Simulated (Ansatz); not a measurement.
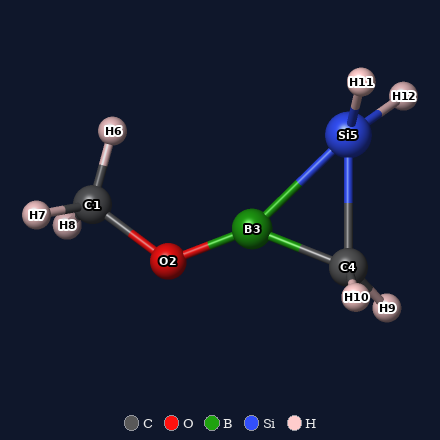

The system is C2H7BOSi, SMILES COB1C[SiH2]1; the picture shows the reference structure. Coordinates scanned: (1) angle C1–O2–B3; (2) dihedral C1–O2–B3–C4. Nothing is relaxed (all other coordinates rigid). The scan uses a 7 × 8 grid. Energies are in kJ/mol, from the relaxed molecule at the same level. The calculation used RKS CAM-B3LYP-D4/def2-SVP (Ansatz 0.2.0).

Its coordinates:

```xyz
12

C    -1.9983    1.0346    0.2160
O    -1.3640   -0.2228    0.0907
B    -0.0510   -0.3778   -0.0154
C     0.9699   -1.5362   -0.1638
Si    1.8235    0.1833   -0.1204
H    -1.2605    1.8512    0.2123
H    -2.5678    1.0553    1.1563
H    -2.6992    1.1659   -0.6209
H     0.9779   -2.0965   -1.1098
H     1.1136   -2.2068    0.6955
H     2.6583    0.4703    1.0741
H     2.4744    0.6243   -1.3804
```

Range: angle C1–O2–B3 from 88.7 to 158.7°; dihedral C1–O2–B3–C4 from −180 to 135°.

**Predict the map.**

The lowest grid point is at angle C1–O2–B3 = 123.7°, dihedral C1–O2–B3–C4 = −180°, 0 kJ/mol from the relaxed molecule at the same level. There is a further well near angle C1–O2–B3 = 123.7°, dihedral C1–O2–B3–C4 = 0° (5 kJ/mol above the lowest at that grid point). The highest grid point, angle C1–O2–B3 = 88.7°, dihedral C1–O2–B3–C4 = 0°, lies 230 kJ/mol above the lowest. On the interpolated surface the easiest way out of the lowest well to the well at angle C1–O2–B3 = 123.7°, dihedral C1–O2–B3–C4 = 0° passes a barrier of about 61 kJ/mol. Round the minimum the two coordinates are nearly uncoupled.

```csv
"dihedral C1–O2–B3–C4 ↓, angle C1–O2–B3 →",88.7,100.4,112.0,123.7,135.4,147.0,158.7
135,149,76,42,30,33,42,52
90,122,95,79,68,63,61,61
45,174,82,45,34,37,46,55
0,230,72,17,5,14,30,47
−45,174,83,45,34,37,46,55
−90,122,95,79,68,63,61,61
−135,149,76,41,30,33,41,52
−180,197,65,13,0,8,25,43
```

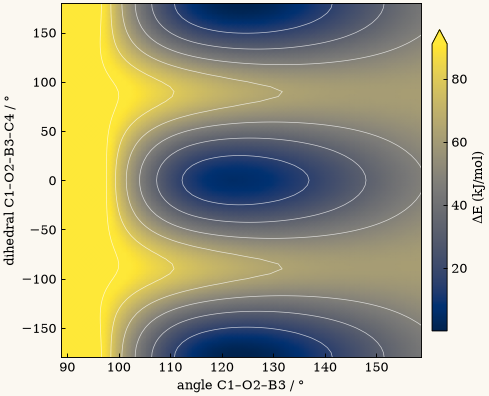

The picture shows a smooth colour map with a few white contour lines, one colour for all values above the top of the scale. Between grid points the surface is interpolated.

The whole map (56 points run) took 10 min on 1 thread of Intel(R) Xeon(R) Platinum 8259CL CPU @ 2.50GHz (Skylake/Cascade Lake) (shared host).
